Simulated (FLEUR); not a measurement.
# How the volume moves the moments of MnS, part 2 of 2

Wanted: the trend of the moments of MnS with the volume.

FLEUR MaX-R8.1; PBE with U = 4 eV on Mn d; all-electron FLAPW, Dirac cores, scalar-relativistic bands.

So far, largest spin moment in the muffin-tin sphere (μB): step 2 (factor 1, start ferro +) 4.76; step 3 (factor 1, start antiferro q=(0,0,1/2) +-) 4.63.

The database entry behind the starting cell differs from later determinations by our own check (an axis about 0.2 % short against later determinations), so it need not match the best structure at ambient conditions.

### Step 4. Factor 1.12, start ferro +

The farthest finished point is shown in full.

The k list default-1 (kpts.xml, not shown) is a Γ-centred 8×8×8 mesh.

Contents of inp.xml:

```
<?xml version="1.0" encoding="UTF-8" standalone="no"?>
<fleurInput fleurInputVersion="0.39">
   <comment>
      MnS
   </comment>
   <calculationSetup>
      <cutoffs Kmax="4.12" Gmax="12.4" GmaxXC="12.4" numbands="0"/>
      <scfLoop itmax="110" minDistance="0.0001" maxIterBroyd="15" imix="Anderson" alpha="0.05" precondParam="0.0" spinf="2.0" sdNocoIR="T"/>
      <coreElectrons ctail="T" frcor="F" kcrel="0" coretail_lmax="0"/>
      <xcFunctional name="pbe" relativisticCorrections="F"/>
      <magnetism jspins="2"/>
      <soc l_soc="F" theta="0.0" phi="0.0" spav="F"/>
      <expertModes spex="0" secvar="F"/>
      <geometryOptimization l_f="F" forcealpha="1.0" forcemix="BFGS" epsdisp="0.00001" epsforce="0.00001"/>
      <ldaU l_linMix="F" mixParam="0.05" spinf="1.0"/>
   </calculationSetup>
   <cell>
      <bzIntegration valenceElectrons="21.0" mode="hist" fermiSmearingEnergy="0.00183747">
         <kPointListSelection listName="default-1"/>
         <xi:include xmlns:xi="http://www.w3.org/2001/XInclude" href="kpts.xml"> </xi:include>
      </bzIntegration>
      <xi:include xmlns:xi="http://www.w3.org/2001/XInclude" href="sym.xml"> </xi:include>
      <bulkLattice scale="1.0">
         <bravaisMatrix>
            <row-1>    0.0000000000000000     5.1112748658386735     5.1112748658386735</row-1>
            <row-2>    5.1112748658386735     0.0000000000000000     5.1112748658386735</row-2>
            <row-3>    5.1112748658386735     5.1112748658386735     0.0000000000000000</row-3>
         </bravaisMatrix>
      </bulkLattice>
   </cell>
   <atomSpecies>
      <species name="Manganese 4.500" element="Mn" atomicNumber="25">
         <mtSphere radius="2.78" gridPoints="919" logIncrement="0.013"/>
         <atomicCutoffs lmax="10" lnonsphr="8"/>
         <electronConfig flipSpins="F">
            <coreConfig>(1s1/2) (2s1/2) (2p1/2) (2p3/2)</coreConfig>
            <valenceConfig>(3s1/2) (3p1/2) (3p3/2) (4s1/2) (3d3/2) (3d5/2)</valenceConfig>
            <stateOccupation state="(3d3/2)" spinUp="1.75" spinDown="0.25"/>
            <stateOccupation state="(3d5/2)" spinUp="3.0" spinDown="0.0"/>
         </electronConfig>
         <energyParameters s="4" p="4" d="3" f="4"/>
         <ldaU l="2" U="4.0" J="0.0" l_amf="F"/>
         <lo type="SCLO" l="0" n="3" eDeriv="0"/>
         <lo type="SCLO" l="1" n="3" eDeriv="0"/>
      </species>
      <species name="Sulfur (S)" element="S" atomicNumber="16">
         <mtSphere radius="1.82" gridPoints="603" logIncrement="0.019"/>
         <atomicCutoffs lmax="8" lnonsphr="6"/>
         <electronConfig flipSpins="F">
            <coreConfig>(1s1/2) (2s1/2) (2p1/2) (2p3/2)</coreConfig>
            <valenceConfig>(3s1/2) (3p1/2) (3p3/2)</valenceConfig>
            <stateOccupation state="(3p1/2)" spinUp="0.666667" spinDown="0.666667"/>
            <stateOccupation state="(3p3/2)" spinUp="1.333333" spinDown="1.333333"/>
         </electronConfig>
         <energyParameters s="3" p="3" d="3" f="4"/>
      </species>
   </atomSpecies>
   <atomGroups>
      <atomGroup species="Manganese 4.500">
         <relPos label="                   1">.0000000000 .0000000000 .0000000000</relPos>
         <force calculate="T" relaxXYZ="TTT"/>
      </atomGroup>
      <atomGroup species="Sulfur (S)">
         <relPos label="                   2">1.000/2.000 1.000/2.000 1.000/2.000</relPos>
         <force calculate="T" relaxXYZ="TTT"/>
      </atomGroup>
   </atomGroups>
   <output dos="F" band="F" slice="F">
      <bandDOS minEnergy="-.5*Htr" maxEnergy="0.5*Htr" sigma="0.015" storeEVData="T"/>
      <plotting iplot="0" polar="F">
         <plot TwoD="T" vec1="  1.0  0.0  0.0" vec2="  0.0  1.0  0.0" vec3="  0.0  0.0  1.0" zero="  0.0  0.0  0.0" file="plot"/>
      </plotting>
      <moessbauerParams electricFieldGradient="F" isomerShift="F" coreHyperfine="F" valenceHyperfine="F"/>
   </output>
</fleurInput>
```

Contents of crystal.txt:

```
MnS
&input film=F cartesian=F /
0.00000000000  2.70477017770  2.70477017770
2.70477017770  0.00000000000  2.70477017770
2.70477017770  2.70477017770  0.00000000000
1.8897261246
1.0 1.0 1.0

2
25 0.00000000000  0.00000000000  0.00000000000 : 4.500
16 0.50000000000  0.50000000000  0.50000000000

&kpt div1=8 div2=8 div3=8 gamma=T /
```

On the command line:

```console
$ OMP_NUM_THREADS=1 inpgen -f crystal.txt > inpgen.log  # inp.xml is then edited as shown
$ OMP_NUM_THREADS=1 mpirun -n 8 fleur_MPI > fleur.log
```

Log:

```text
[banner, memory and clock lines left out]
Welcome to FLEUR        (www.flapw.de)
      MaX-Release 8.1          (www.max-centre.eu)

 ========== k-point set info ==========
 Selected k-point list: default-1
 k-point list type: mesh
 0 x 0 x 0
 Number of k points: 32

 [... set-up left out ...]
 no density matrix found ... skipping LDA+U
 Reset of history
 Iteration:     1   Distance:       6.54920657 me/bohr^3
 Iteration:     2   Distance:       7.17899952 me/bohr^3
 Iteration:     3   Distance:       6.86763255 me/bohr^3
 Iteration:     4   Distance:       3.51127871 me/bohr^3
[...]
[... left out ...]
            <freeEnergy value="-1557.8560547120"/>
            <extrapolationTo0K value="-1557.8560547120"/>
         </totalEnergy>
         [... left out ...]
         <ldaUDensityMatrixConvergence>
            <distance spin="1" distance="0.000000"/>
            <distance spin="2" distance="0.000001"/>
         </ldaUDensityMatrixConvergence>
         <densityConvergence units="me/bohr^3">
            <chargeDensity spin="1" distance="0.0000068556"/>
            <chargeDensity spin="2" distance="0.0000175066"/>
            <overallChargeDensity distance="0.0000221491"/>
            <spinDensity distance="0.0000147097"/>
         </densityConvergence>
      </iteration>
```

Elapsed: 11 s, on 8 MPI ranks of Arm Neoverse V2, shared host; peak memory 0.43 GiB; 86 s of CPU time.

Spin moment in the muffin-tin sphere by atom:

| atom | spin moment in the muffin-tin sphere (μB) |
| --- | --- |
| Mn1 | 4.79 |
| S2 | 0.06 |

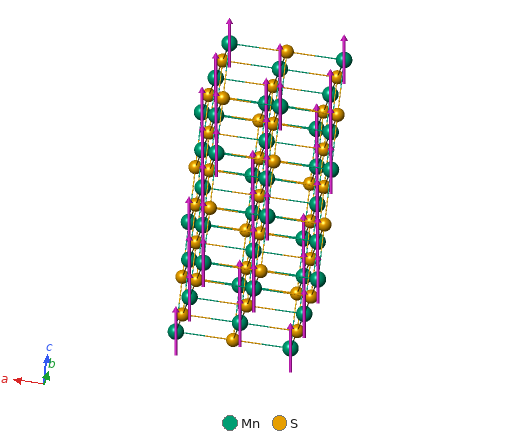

Spin moment in the muffin-tin sphere as arrows, the longest 4.79 μB. Up and down stand for the sign. Arrows give size and sign along the axis of quantisation, drawn up and down the page. 1×2×2 conventional cells are drawn. Some periodic images of atoms are drawn too.

Read from the output:

```
free energy                                                       : -42391.4228 eV
program's band gap on this mesh (in a metal only a level spacing) : 1.108 eV
magnetization                                                     : 5 μB
final state                                                       : ferromagnetic
```

After 16 cycles the largest moment stands at 4.79 μB.

### Step 5. Factor 1.12, start antiferro q=(0,0,1/2) +-

The k list default-1 (kpts.xml, not shown) is a Γ-centred 8×8×4 mesh.

Changes to inp.xml since step 4:

```diff
@@ -17,3 +17,3 @@
    <cell>
-      <bzIntegration valenceElectrons="21.0" mode="hist" fermiSmearingEnergy="0.00183747">
+      <bzIntegration valenceElectrons="42.0" mode="hist" fermiSmearingEnergy="0.00183747">
          <kPointListSelection listName="default-1"/>
@@ -24,5 +24,5 @@
          <bravaisMatrix>
-            <row-1>    0.0000000000000000     5.1112748658386735     5.1112748658386735</row-1>
-            <row-2>    5.1112748658386735     0.0000000000000000     5.1112748658386735</row-2>
-            <row-3>    5.1112748658386735     5.1112748658386735     0.0000000000000000</row-3>
+            <row-1>    0.0000000000188973     5.1112748658575713     5.1112748658197766</row-1>
+            <row-2>    5.1112748658575713     0.0000000000188973     5.1112748658197766</row-2>
+            <row-3>   10.2225497315450671    10.2225497315450671     0.0000000000377945</row-3>
          </bravaisMatrix>
@@ -39,2 +39,16 @@
             <stateOccupation state="(3d5/2)" spinUp="3.0" spinDown="0.0"/>
+         </electronConfig>
+         <energyParameters s="4" p="4" d="3" f="4"/>
+         <ldaU l="2" U="4.0" J="0.0" l_amf="F"/>
+         <lo type="SCLO" l="0" n="3" eDeriv="0"/>
+         <lo type="SCLO" l="1" n="3" eDeriv="0"/>
+      </species>
+      <species name="Manganese -4.500" element="Mn" atomicNumber="25">
+         <mtSphere radius="2.78" gridPoints="919" logIncrement="0.013"/>
+         <atomicCutoffs lmax="10" lnonsphr="8"/>
+         <electronConfig flipSpins="F">
+            <coreConfig>(1s1/2) (2s1/2) (2p1/2) (2p3/2)</coreConfig>
+            <valenceConfig>(3s1/2) (3p1/2) (3p3/2) (4s1/2) (3d3/2) (3d5/2)</valenceConfig>
+            <stateOccupation state="(3d3/2)" spinUp="0.25" spinDown="1.75"/>
+            <stateOccupation state="(3d5/2)" spinUp="0.0" spinDown="3.0"/>
          </electronConfig>
@@ -62,4 +76,9 @@
       </atomGroup>
+      <atomGroup species="Manganese -4.500">
+         <relPos label="                   2">.0000000000 .0000000000 1.000/2.000</relPos>
+         <force calculate="T" relaxXYZ="TTT"/>
+      </atomGroup>
       <atomGroup species="Sulfur (S)">
-         <relPos label="                   2">1.000/2.000 1.000/2.000 1.000/2.000</relPos>
+         <relPos label="                   3">1.000/2.000 1.000/2.000 1.000/4.000</relPos>
+         <relPos label="                   4">1.000/2.000 1.000/2.000 -1.000/4.000</relPos>
          <force calculate="T" relaxXYZ="TTT"/>
```

Contents of crystal.txt:

```
MnS
&input film=F cartesian=F /
0.00000000001  2.70477017771  2.70477017769
2.70477017771  0.00000000001  2.70477017769
5.40954035533  5.40954035533  0.00000000002
1.8897261246
1.0 1.0 1.0

4
25 0.00000000000  0.00000000000  0.00000000000 : 4.500
25 0.00000000000  0.00000000000  0.50000000000 : -4.500
16 0.50000000000  0.50000000000  0.25000000000
16 0.50000000000  0.50000000000  0.75000000000

&kpt div1=8 div2=8 div3=4 gamma=T /
```

Log:

```text
[banner, memory and clock lines left out]
Welcome to FLEUR        (www.flapw.de)
      MaX-Release 8.1          (www.max-centre.eu)

 ========== k-point set info ==========
 Selected k-point list: default-1
 k-point list type: mesh
 0 x 0 x 0
 Number of k points: 80

 [... set-up left out ...]
 no density matrix found ... skipping LDA+U
 Reset of history
 Iteration:     1   Distance:       6.57537450 me/bohr^3
 Iteration:     2   Distance:       6.72245058 me/bohr^3
 Iteration:     3   Distance:       6.42278481 me/bohr^3
 Iteration:     4   Distance:       3.46987264 me/bohr^3
[...]
[... left out ...]
            <freeEnergy value="-3115.7136053281"/>
            <extrapolationTo0K value="-3115.7136053281"/>
         </totalEnergy>
         [... left out ...]
         <ldaUDensityMatrixConvergence>
            <distance spin="1" distance="0.000002"/>
            <distance spin="2" distance="0.000002"/>
         </ldaUDensityMatrixConvergence>
         <densityConvergence units="me/bohr^3">
            <chargeDensity spin="1" distance="0.0000158516"/>
            <chargeDensity spin="2" distance="0.0000158637"/>
            <overallChargeDensity distance="0.0000268374"/>
            <spinDensity distance="0.0000169001"/>
         </densityConvergence>
      </iteration>
```

Wall time 69 s (8 MPI ranks); peak memory 0.81 GiB; 9.2 min of CPU time.

Numbers from this step:

| Quantity | Value |
| --- | --- |
| free energy | -84782.8863 eV |
| program's band gap on this mesh (in a metal only a level spacing) | 2.244 eV |
| magnetization | 0 μB |
| final state | antiferromagnetic |
| largest moment | 4.712 μB |

After 16 cycles the largest moment stands at 4.71 μB.

### Step 6. The series

In all 18 runs were made at the factors 0.88, 0.91, 0.94, 0.97, 1, 1.03, 1.06, 1.09 and 1.12, of which 18 converged. The tables hold the factors at which the parallel start converged, and CPU times count converged runs alone. Differences are of free energies.

Final states:

| volume factor | ferro + | antiferro q=(0,0,1/2) +- | CPU time (s) |
| --- | --- | --- | --- |
| 0.88 | ferromagnetic | antiferromagnetic | 466.6 |
| 0.91 | ferromagnetic | antiferromagnetic | 460.8 |
| 0.94 | ferromagnetic | antiferromagnetic | 472.1 |
| 0.97 | ferromagnetic | antiferromagnetic | 489 |
| 1 | ferromagnetic | antiferromagnetic | 513.5 |
| 1.03 | ferromagnetic | antiferromagnetic | 527 |
| 1.06 | ferromagnetic | antiferromagnetic | 592.9 |
| 1.09 | ferromagnetic | antiferromagnetic | 616.5 |
| 1.12 | ferromagnetic | antiferromagnetic | 637.5 |

Table of energy over the lowest point, ferro + by volume factor:

| volume factor | energy over the lowest point, ferro + (meV a primitive cell) |
| --- | --- |
| 0.8800 | 355 |
| 0.9100 | 234 |
| 0.9400 | 143 |
| 0.9700 | 76.4 |
| 1.0000 | 32.6 |
| 1.0300 | 8.12 |
| 1.0600 | 0 |
| 1.0900 | 6.35 |
| 1.1200 | 25.0 |

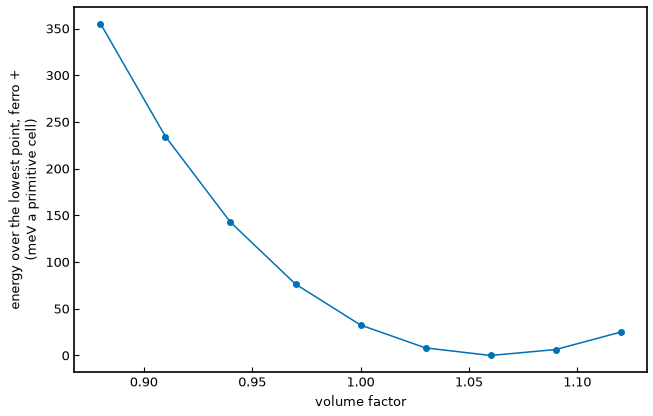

Energy over the lowest point, ferro + against volume factor.

Table of largest sphere moment by volume factor:

| volume factor | ferro + (μB) | antiferro q=(0,0,1/2) +- (μB) |
| --- | --- | --- |
| 0.8800 | 4.70 | 4.51 |
| 0.9100 | 4.72 | 4.55 |
| 0.9400 | 4.74 | 4.58 |
| 0.9700 | 4.75 | 4.61 |
| 1.0000 | 4.76 | 4.63 |
| 1.0300 | 4.77 | 4.66 |
| 1.0600 | 4.78 | 4.68 |
| 1.0900 | 4.79 | 4.70 |
| 1.1200 | 4.79 | 4.71 |

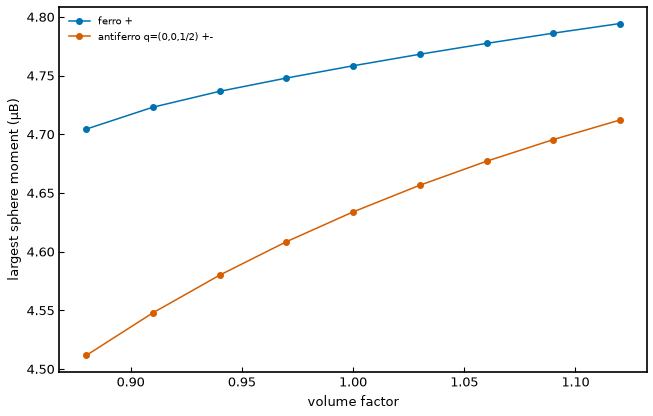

Largest sphere moment against volume factor.

Net moment, ferro + against volume factor:

| volume factor | net moment, ferro + (μB a primitive cell) |
| --- | --- |
| 0.8800 | 4.98 |
| 0.9100 | 5.00 |
| 0.9400 | 5.00 |
| 0.9700 | 5.00 |
| 1.0000 | 5 |
| 1.0300 | 5 |
| 1.0600 | 5 |
| 1.0900 | 5 |
| 1.1200 | 5 |

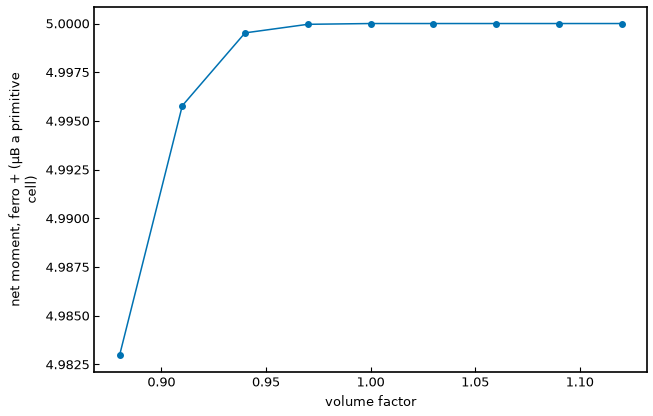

Net moment, ferro + against volume factor.

The energy less that of the parallel start, antiferro q=(0,0,1/2) +- by volume factor:

| volume factor | energy less that of the parallel start, antiferro q=(0,0,1/2) +- (meV a seeded atom) |
| --- | --- |
| 0.8800 | -108 |
| 0.9100 | -89.1 |
| 0.9400 | -73.0 |
| 0.9700 | -59.7 |
| 1.0000 | -48.7 |
| 1.0300 | -39.6 |
| 1.0600 | -32.0 |
| 1.0900 | -25.7 |
| 1.1200 | -20.4 |

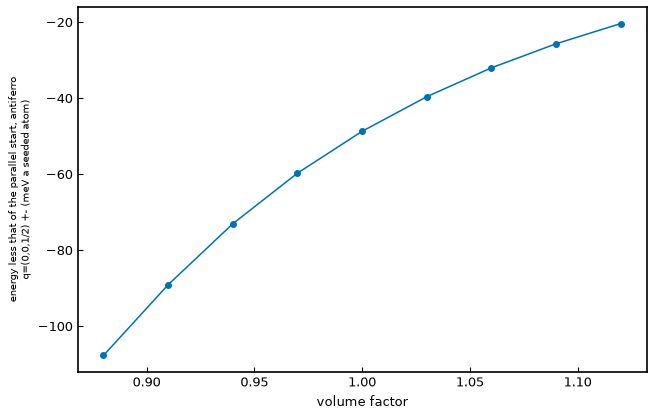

Energy less that of the parallel start, antiferro q=(0,0,1/2) +- against volume factor.

### Step 7. What came out

```yaml
largest_moment_parallel_start: 4.70 μB at 0.88, 4.79 μB at 1.12
net_moment_parallel_start: 4.98 to 5 μB a primitive cell
start_antiferro_q_0_0_1_over_2_less_the_parallel_start: -107.7 meV at 0.88, -20.4 meV at 1.12, a seeded atom
```

What this shows: The largest moment of the parallel start goes from 4.70 μB at 0.88 to 4.79 μB at 1.12. Its energy is least at 1.06 of the points run. The start antiferro q=(0,0,1/2) +- lies under the parallel start at every point where both finished. The opposed order is one of several, taken for its small cell; another can lie lower, so the scan does not name the ground state. Atoms were not relaxed at any point.

[Logs and program files are shortened in this print: banners, set-up blocks, solver, clock and traceback lines can be left out without a mark of their own.]

[Logs are printed without paths, hosts, clocks, repeated set-up lines and the standing remarks that a program may print on its own settings, such as how far it seeks lower states.]

[Hosts, paths, dates, database ids (printed as entryN), source tags and the programs' standing remarks are cut or masked in the printed files.]

[Where a cell is said to come from a database of computed structures, the database is the Materials Project.]
